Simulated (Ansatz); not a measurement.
CH6FNOSi: several calculations on one system

## 1. Relaxation

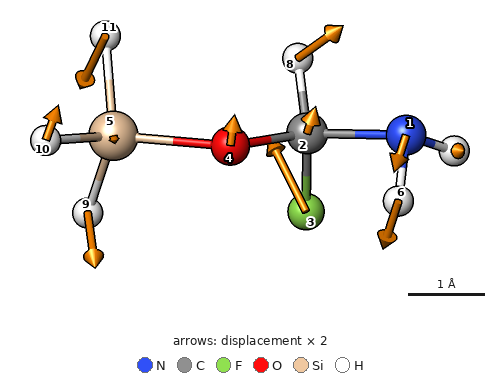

A relaxation of CH₆FNOSi. The starting structure is drawn; orange arrows show the displacements, 2 times their true length. The two geometries are superimposed by the best rigid fit.

Style: ball-and-stick. Shown from a free direction.

The run prepares an end point of a later path (inversion) calculation, from a guessed geometry.

Computed with Ansatz, RKS CAM-B3LYP-D4/6-31G*. Set-up: no spin polarisation; force threshold 0.015 eV/Å; at most 40 steps.

Question: What happened in the run?

Answer: The F atom moves most after the best rigid fit: 0.60 Å. By element the largest moves are F 0.60 Å, H 0.59 Å, N 0.27 Å, O 0.22 Å, C 0.21 Å, Si 0.06 Å. Near-neighbour distances that change, for instance: C–N 1.463 → 1.404 Å, H–N 1.073 → 1.016 Å, H–Si 1.425 → 1.480 Å, C–H 1.140 → 1.095 Å. Bond angles that change, for instance: C–N–H 99.9° → 110.5°, F–C–H 111.1° → 104.6°, N–C–F 106.2° → 112.5°. Groups turn about C–O by about 30°. The energy falls by 42.8 kJ/mol in 11 geometry steps. Largest force component: 4.3 eV/Å at the start, 0.0089 eV/Å at the end.

## 2. Relaxation

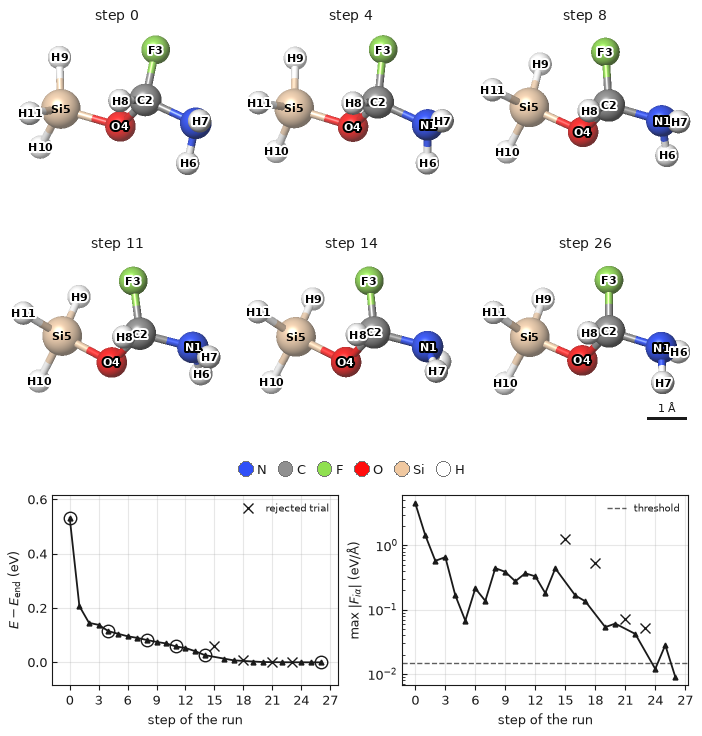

Frames of a relaxation of CH6FNOSi, marked on the history of the run. The picture is a ball-and-stick view, seen at a tilt.

The run prepares an end point of a later path (inversion) calculation, from a guessed geometry.

All numbers below come from RKS CAM-B3LYP-D4/6-31G* in Ansatz 0.2.0. Set-up: no spin polarisation; force threshold 0.015 eV/Å; at most 40 steps.

**What happens along the run?**

The largest move after the best rigid fit is that of H6, 1.30 Å. Largest moves by element: H 1.30 Å, F 0.47 Å, O 0.42 Å, C 0.32 Å, N 0.17 Å, Si 0.03 Å. Near-neighbour distances that change, for instance: Si5–H9 1.425 → 1.480 Å, N1–H6 1.073 → 1.017 Å, N1–C2 1.463 → 1.412 Å, N1–H7 0.971 → 1.015 Å. Bond angles that change, for instance: C2–N1–H6 99.9° → 109.5°, O4–Si5–H11 105.8° → 110.4°, F3–C2–H8 111.1° → 107.4°. Groups turn about N1–C2 by about 75°, C2–O4 by about 30°. After 22 accepted moves (26 points after the start) the energy has fallen by 0.532 eV. The largest force component goes from 4.5 to 0.0091 eV/Å. The line search rejected the trial steps at points 15, 18, 21, 23 of the run. The forces were under the threshold at step 24, but the run went on from there. From step 0 to 4: H11 moves most (0.32 Å), energy −0.417 eV. From step 4 to 8: H9 moves most (0.38 Å), energy −0.033 eV. From step 8 to 11: H6 moves most (0.36 Å), energy −0.024 eV. From step 11 to 14: H7 moves most (0.39 Å), energy −0.032 eV. From step 14 to 26: H7 moves most (0.37 Å), energy −0.027 eV.

## 3. Path

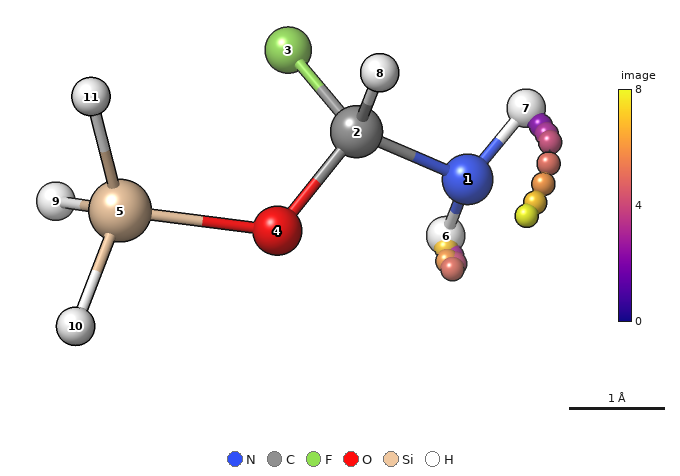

NEB run on CH6FNOSi. Images are numbered from 0 (start) to 8 (end). The start is drawn whole; smaller spheres mark the moving atoms (H) in the later images, joined by lines and coloured by the number of the image. The picture is a ball-and-stick view, seen at a tilt.

These are results of RKS CAM-B3LYP-D4/6-31G* in Ansatz, not measurements. Run with 7 movable images; climbing image; force threshold 0.03 eV/Å; iteration limit 60; starting path through a guess of the saddle point.

**Describe the path and its energy.**

The motion is an umbrella inversion at N1. No bond forms or breaks between the ends. Among the angles between lasting bonds that change up to the highest image: C2–N1–H7 111.5° → 121.1°, H6–N1–H7 110.0° → 119.0°. The highest point, image 4, lies 0.147 eV above the start and 0.086 eV above the end; the end is at +0.061 eV relative to the start. The band is converged. At the top, the vibrational analysis gives one imaginary mode (511i cm⁻¹), as a transition state must have.

Cost: 3.2 min on 2 threads of AMD EPYC 9R14 (Zen 4), on a shared host, peak memory 0.23 GiB.
